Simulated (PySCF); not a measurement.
**Run report: C₅H₅FSi, excited-state calculation**

System: C₅H₅FSi, SMILES C#CC=C=C[SiH2]F.
Method: TDDFT wB97X-D/def2-SVPD, vertical, gas phase, core orbitals frozen in the response (PySCF 2.14.0).

The geometry comes from this level: GFN2-xTB.

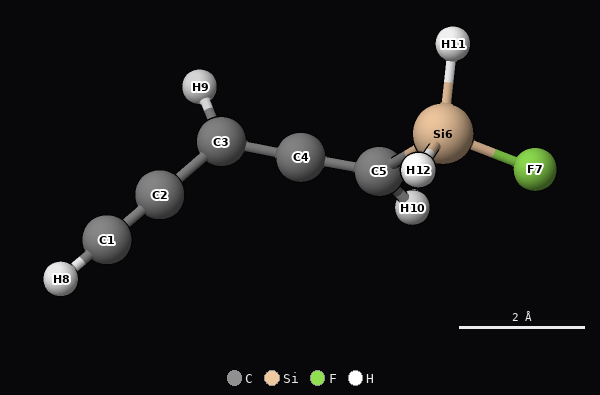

*The structure (ball-and-stick view, seen at a tilt; atoms are numbered from 1 in the order of the input).*

Bond lengths as drawn: C–C 1.20 to 1.41 Å, C–H 1.05 to 1.08 Å, C–Si 1.88 Å, F–Si 1.61 Å and H–Si 1.45 to 1.46 Å.

Results in brief:

| quantity | value |
| --- | --- |
| outcome | converged |
| total energy | −582.394025 hartree |
| HOMO | −8.88 eV |
| LUMO | 0.73 eV |
| dipole moment | 1.27 D |
| mean polarisability | 89.31 a.u. |
| lowest singlet excitation | 5.03 eV |
| hardware | 1 CPU thread, shared host |
| wall time | 45 s |
| peak memory | 0.77 GiB |

Input file:
```
{"job": {"kind": "uv", "xc": "wB97X-D", "basis": "def2-SVPD", "nstates": 8, "ntriplets": 3}, "charge": 0, "multiplicity": 1}
C      3.375479    -0.471740    -0.463366
C      2.392160     0.216646    -0.440565
C      1.242112     1.035740    -0.416200
C      0.156115     0.705827     0.230326
C     -0.936158     0.344802     0.822577
Si    -2.323510    -0.639912     0.015875
F     -3.413200    -0.828616     1.189411
H      4.234855    -1.072174    -0.487025
H      1.308033     1.976635    -0.949962
H     -1.088637     0.614677     1.861480
H     -3.017258     0.104956    -1.025118
H     -1.928793    -1.987526    -0.363460
```

The first line tells a small driver script what to run in PySCF; the rest is the geometry in Å.

Launch command:
```bash
OMP_NUM_THREADS=1 python <driver script> task.json out
```

Log:
```
coarse grid: 11240 points
cycle   1  E = -582.2368322278  dE =  9.817e-01  |g| = 5.692e-01  |ddm| = 9.246e+00
cycle   2  E = -582.2433364013  dE = -6.504e-03  |g| = 6.330e-01  |ddm| = 1.720e+00
cycle   3  E = -582.3078725652  dE = -6.454e-02  |g| = 6.237e-02  |ddm| = 6.144e-01
cycle   4  E = -582.3087406588  dE = -8.681e-04  |g| = 2.243e-02  |ddm| = 2.756e-01
cycle   5  E = -582.3088691421  dE = -1.285e-04  |g| = 1.182e-02  |ddm| = 1.104e-01
cycle   6  E = -582.3089036367  dE = -3.449e-05  |g| = 2.835e-03  |ddm| = 2.520e-02
cycle   7  E = -582.3089065246  dE = -2.888e-06  |g| = 7.822e-04  |ddm| = 1.374e-02
final grid: 106432 points
cycle   8  E = -582.3940181633  dE = -7.618e-05  |g| = 5.926e-03  |ddm| = 2.920e-01
cycle   9  E = -582.3940181424  dE =  2.087e-08  |g| = 6.549e-03  |ddm| = 2.084e-02
cycle  10  E = -582.3940250964  dE = -6.954e-06  |g| = 4.645e-04  |ddm| = 5.888e-03
cycle  11  E = -582.3940251540  dE = -5.761e-08  |g| = 3.358e-04  |ddm| = 2.195e-03
cycle  12  E = -582.3940251819  dE = -2.787e-08  |g| = 1.218e-04  |ddm| = 8.677e-04
cycle  13  E = -582.3940251862  dE = -4.342e-09  |g| = 2.663e-05  |ddm| = 2.886e-04
cycle  14  E = -582.3940251867  dE = -4.400e-10  |g| = 9.491e-06  |ddm| = 1.272e-04
```

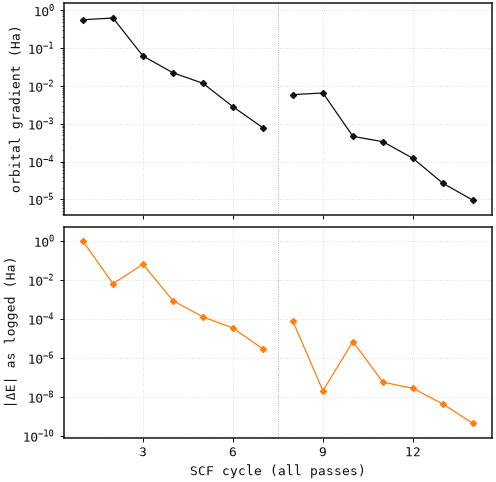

*Convergence of the self-consistent field: orbital gradient and size of the energy change against the SCF cycle. The dotted line marks the change from a coarse to the final integration grid.*

The first 7 cycles use a coarse grid, the final grid takes over at cycle 8, and the field converges after 14 cycles in all.

```
converged SCF energy = -582.3940251867

Static polarisability (au): isotropic 89.306, principal 61.813 69.804 136.302

Singlet excitations
state   eV       nm        f      main configurations
  1   5.0253    246.7   0.00040   H->L+1 0.93
  2   5.6940    217.7   0.39023   H->L 0.85
  3   5.7982    213.8   0.00017   H-1->L 0.90
  4   5.9942    206.8   0.00025   H-2->L 0.93
  5   6.4059    193.5   0.00576   H->L+2 0.27, H->L+5 0.25, H->L+6 0.17
  6   6.6165    187.4   0.02654   H->L+2 0.50, H->L+5 0.15, H->L+6 0.13
  7   7.1007    174.6   0.08934   H-2->L+1 0.52, H->L+3 0.21, H-3->L 0.12
  8   7.1863    172.5   0.58245   H-1->L+1 0.86

Triplet excitations (Tamm-Dancoff, eV): 3.7688 4.7349 4.7450
```

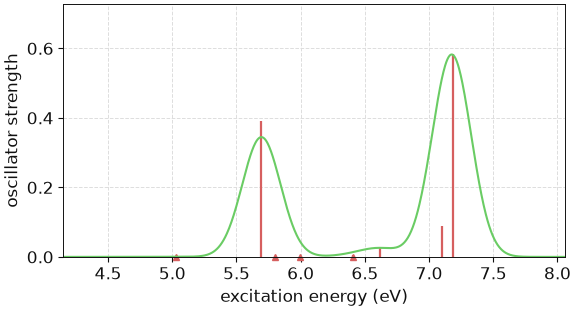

*Computed excitations as sticks (degenerate states added up, dark ones marked on the axis), with a Gaussian envelope of 0.35 eV full width at half maximum, scaled to the tallest.*

Of the 8 states the lowest lies at 5.03 eV (f = 0.000); the strongest line is at 7.19 eV, or 173 nm (f = 0.582).

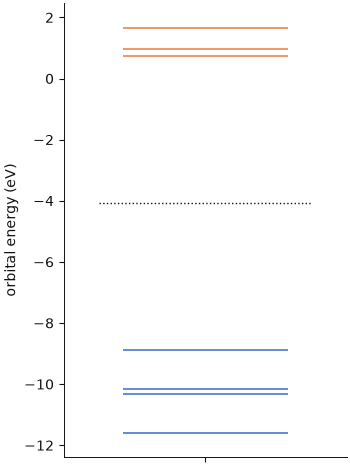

*Orbital energies near the frontier; the dotted line parts filled from empty levels, and levels within 0.02 eV of each other stand side by side.*

Highest filled −8.88 eV, lowest empty 0.73 eV, 9.61 eV apart.
